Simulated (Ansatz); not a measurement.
# C₃H₅F₃Ge: how energies converge with the basis set

Aim: see how fast density functionals converge with the basis set for C₃H₅F₃Ge.

Computed with Ansatz 0.2.0, Gaussian basis. Level: one geometry, several basis sets.

The runs, in order: PBE0-D4/def2-SVP; ωB97M-V/def2-SVP; PBE0-D4/def2-QZVPP; ωB97M-V/def2-QZVPP; the functionals' def2-TZVPP values are taken from earlier runs.

**1. Structure used throughout**

The geometry comes from an earlier relaxation with PBE0-D4 in a triple-zeta def2 set; it is a stationary point, not always the lowest conformer.

12 atoms, charge 0, spin multiplicity 1.

Atoms are counted from 1 here; the program's logs count them from 0.

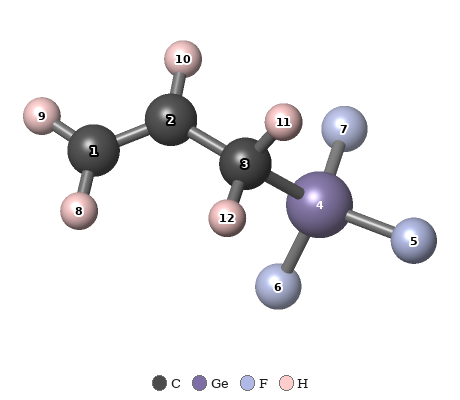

The geometry (carbon dark grey, germanium purple, fluorine light blue, hydrogen pink); atoms are numbered from 1 in the order of the file.

Coordinates:

```xyz
12
C3H5F3Ge
C     0.58907   -0.92698    1.79005
C     0.89733   -0.25699    0.68921
C     0.25617   -0.48257   -0.63859
Ge   -0.91392    0.97815   -1.11456
F    -1.46633    0.90203   -2.73694
F    -2.33035    1.05928   -0.15463
F    -0.16010    2.51041   -0.95622
H    -0.16464   -1.70789    1.79074
H     1.08021   -0.71406    2.73146
H     1.65140    0.52458    0.73035
H     0.99115   -0.55203   -1.44534
H    -0.35288   -1.38905   -0.65153
```

**2. PBE0-D4 in def2-SVP**

The input, in.yaml:

```yaml
crystal:
  periodic: [false, false, false]
  atoms:
    - {symbol: C, position_ang: [0.589070, -0.926979, 1.790053]}
    - {symbol: C, position_ang: [0.897328, -0.256987, 0.689206]}
    - {symbol: C, position_ang: [0.256172, -0.482574, -0.638591]}
    - {symbol: Ge, position_ang: [-0.913925, 0.978150, -1.114560]}
    - {symbol: F, position_ang: [-1.466327, 0.902033, -2.736938]}
    - {symbol: F, position_ang: [-2.330353, 1.059279, -0.154630]}
    - {symbol: F, position_ang: [-0.160099, 2.510414, -0.956215]}
    - {symbol: H, position_ang: [-0.164643, -1.707885, 1.790743]}
    - {symbol: H, position_ang: [1.080213, -0.714056, 2.731461]}
    - {symbol: H, position_ang: [1.651397, 0.524577, 0.730346]}
    - {symbol: H, position_ang: [0.991146, -0.552027, -1.445340]}
    - {symbol: H, position_ang: [-0.352879, -1.389047, -0.651534]}
basis:
  gaussian: {orbitals: def2-SVP}
hamiltonian: {xc: pbe0, dispersion: d4}
output: {orbitals: {seedname: orbitals}}
```

The run is started by

```console
ansatz run in.yaml --threads 4 --pin off --events-out ev --progress --plain --max-ram 11315MiB
```

Standard output:

```text
Functional definition: PBE0
  name "PBE0"
  cite "Adamo & Barone, J. Chem. Phys. 110, 6158 (1999) doi:10.1063/1.478522"
  cite "Perdew, Burke & Ernzerhof, Phys. Rev. Lett. 77, 3865 (1996) doi:10.1103/PhysRevLett.77.3865"
  parent pbe
  parameter a = 0.25
  parameter kappa = 0.804
  parameter beta = 0.06672455060314922
  exchange = (1 - a)*pbe_x(kappa = kappa, mu = beta*pi^2/3) + a*exact_x
  correlation = pbe_c(beta = beta)
1391 factors; integrals over basis functions are off by at most 1.4e-3 eV
mean field evaluation 1: about -67820.5518 eV, gradient 6.7e1 eV
mean field evaluation 2: about -67815.4750 eV, gradient 9.0e1 eV
mean field evaluation 4: about -67829.3171 eV, gradient 2.4e0 eV
mean field evaluation 8: about -67829.4903 eV, gradient 2.7e-1 eV
mean field evaluation 16: about -67829.4905 eV, gradient 4.8e-5 eV
mean field -67829.49047286 eV, -2492.6877983975 hartree, gradient 5.4e-5 eV, S^2 0.000000; 0 other end points of the search recorded, 0 dependent functions left out
reference -67829.49050145 eV, -2492.6877994484 hartree; 41, 41 occupied and 100, 100 virtual orbitals, 1391 factors
Total energy: -67829.71872334 eV, -2492.6961864479 hartree
```

Run time: 1.9 s. Hardware: 4 threads of Arm Neoverse V2, shared host.

**3. ωB97M-V in def2-SVP**

Edit in.yaml of step 2 so:

```diff
@@ -17,3 +17,3 @@
   gaussian: {orbitals: def2-SVP}
-hamiltonian: {xc: pbe0, dispersion: d4}
+hamiltonian: {xc: {name: wB97M-V}}
 output: {orbitals: {seedname: orbitals}}
```

Launched as before.

Standard output, shortened:

```text
Functional definition: wB97M-V
  name "wB97M-V"
  cite "Mardirossian & Head-Gordon, J. Chem. Phys. 144, 214110 (2016) doi:10.1063/1.4952647"
  cite "Becke, J. Chem. Phys. 107, 8554 (1997) doi:10.1063/1.475007"
  cite "Vydrov & Van Voorhis, J. Chem. Phys. 133, 244103 (2010) doi:10.1063/1.3521275"
  # Of w^i u^j: cxij and so on, Table III.
[...]
  gx(w, u) = 1 - cx + cx01*u + cx10*w
  gss(w, u) = css00 + css04*u^4 + css10*w + css20*w^2 + css43*w^4*u^3
  gos(w, u) = cos00 + cos10*w + (cos20 + cos21*u)*w^2 + (cos60 + cos61*u)*w^6
[...]
      + integral(e_c_pw_mod_opposite_spin*gos(b97_w_opposite, b97_u_opposite)) + vv10(b, c)
1391 factors; integrals over basis functions are off by at most 1.4e-3 eV
335 factors; integrals over basis functions are off by at most 8.7e-6 eV
[...]
mean field -67841.44345324 eV, -2493.1270623247 hartree, gradient 4.4e-5 eV, S^2 0.000000; 0 other end points of the search recorded, 0 dependent functions left out
reference -67841.44349629 eV, -2493.1270639066 hartree; 41, 41 occupied and 100, 100 virtual orbitals, 1391 factors
Total energy: -67841.44349629 eV, -2493.1270639066 hartree
```

It took 8 s on 4 threads of Arm Neoverse V2, shared host.

**4. PBE0-D4 in def2-QZVPP**

Edit in.yaml of step 3 so:

```diff
@@ -16,4 +16,4 @@
 basis:
-  gaussian: {orbitals: def2-SVP}
-hamiltonian: {xc: {name: wB97M-V}}
+  gaussian: {orbitals: "def2-QZVPP.json"}
+hamiltonian: {xc: pbe0, dispersion: d4}
 output: {orbitals: {seedname: orbitals}}
```

Launched as before.

Standard output:

```text
Functional definition: PBE0
  name "PBE0"
  cite "Adamo & Barone, J. Chem. Phys. 110, 6158 (1999) doi:10.1063/1.478522"
  cite "Perdew, Burke & Ernzerhof, Phys. Rev. Lett. 77, 3865 (1996) doi:10.1103/PhysRevLett.77.3865"
  parent pbe
  parameter a = 0.25
  parameter kappa = 0.804
  parameter beta = 0.06672455060314922
  exchange = (1 - a)*pbe_x(kappa = kappa, mu = beta*pi^2/3) + a*exact_x
  correlation = pbe_c(beta = beta)
1940 factors; their error is unknown
mean field evaluation 1: about -67840.3898 eV, gradient 8.1e1 eV
mean field evaluation 2: about -67832.1971 eV, gradient 1.1e2 eV
mean field evaluation 4: about -67852.2158 eV, gradient 4.1e0 eV
mean field evaluation 8: about -67852.2467 eV, gradient 6.8e-2 eV
mean field evaluation 16: about -67852.3950 eV, gradient 2.5e-4 eV
mean field -67852.39497984 eV, -2493.5295235041 hartree, gradient 3.0e-5 eV, S^2 0.000000; 0 other end points of the search recorded, 0 dependent functions left out
reference -67852.39501865 eV, -2493.5295249301 hartree; 41, 41 occupied and 540, 540 virtual orbitals, 1940 factors
Total energy: -67852.62324053 eV, -2493.5379119297 hartree
```

It took 16 s on 4 threads of Arm Neoverse V2, shared host; peak memory 2.9 GiB.

**5. ωB97M-V in def2-QZVPP**

Edit in.yaml of step 4 so:

```diff
@@ -17,3 +17,3 @@
   gaussian: {orbitals: "def2-QZVPP.json"}
-hamiltonian: {xc: pbe0, dispersion: d4}
+hamiltonian: {xc: {name: wB97M-V}}
 output: {orbitals: {seedname: orbitals}}
```

Launched as before.

Standard output, shortened:

```text
Functional definition: wB97M-V
  name "wB97M-V"
  cite "Mardirossian & Head-Gordon, J. Chem. Phys. 144, 214110 (2016) doi:10.1063/1.4952647"
  cite "Becke, J. Chem. Phys. 107, 8554 (1997) doi:10.1063/1.475007"
  cite "Vydrov & Van Voorhis, J. Chem. Phys. 133, 244103 (2010) doi:10.1063/1.3521275"
  # Of w^i u^j: cxij and so on, Table III.
[...]
  gx(w, u) = 1 - cx + cx01*u + cx10*w
  gss(w, u) = css00 + css04*u^4 + css10*w + css20*w^2 + css43*w^4*u^3
  gos(w, u) = cos00 + cos10*w + (cos20 + cos21*u)*w^2 + (cos60 + cos61*u)*w^6
[...]
      + integral(e_c_pw_mod_opposite_spin*gos(b97_w_opposite, b97_u_opposite)) + vv10(b, c)
1928 factors; their error is unknown
410 factors; integrals over basis functions are off by at most 9.2e-6 eV
[...]
mean field -67864.63931136 eV, -2493.9794943876 hartree, gradient 1.2e-5 eV, S^2 0.000000; 0 other end points of the search recorded, 0 dependent functions left out
reference -67864.63937413 eV, -2493.9794966944 hartree; 41, 41 occupied and 540, 540 virtual orbitals, 1928 factors
Total energy: -67864.63937413 eV, -2493.9794966944 hartree
```

Run time: 36 s. Hardware: 4 threads of Arm Neoverse V2, shared host; peak memory 3.1 GiB.

**6. Density functionals: the series**

The def2-TZVPP values come from earlier runs at the same geometry.

```csv
functional,basis,functions,energy (eV),from the largest (eV),HOMO (eV),LUMO (eV)
PBE0-D4,def2-SVP,141,-67829.7187,22.905,-8.01,-0.54
PBE0-D4,def2-TZVPP,304,-67850.7414,1.882,-8.04,-0.71
PBE0-D4,def2-QZVPP,581,-67852.6232,0.000,-8.07,-0.80
ωB97M-V,def2-SVP,141,-67841.4435,23.196,-10.21,1.64
ωB97M-V,def2-TZVPP,304,-67862.8347,1.805,-10.25,1.38
ωB97M-V,def2-QZVPP,581,-67864.6394,0.000,-10.28,1.13
```

**7. Results**

| quantity | value |
| --- | --- |
| PBE0-D4: double and triple zeta above quadruple | 22.90, 1.88 eV |
| ωB97M-V: double and triple zeta above quadruple | 23.20, 1.80 eV |

**Reading.** PBE0-D4 gains 21.02 eV from double to triple zeta, then 1.88 eV more. Total energies overstate the basis error of differences, where much of it tends to cancel. The LUMO of ωB97M-V is positive and keeps falling with the basis (1.64 to 1.13 eV): an unbound level that the basis holds in place.

For PBE0-D4 the largest set took about 8 times as long as the smallest (16 s against 1.9 s).
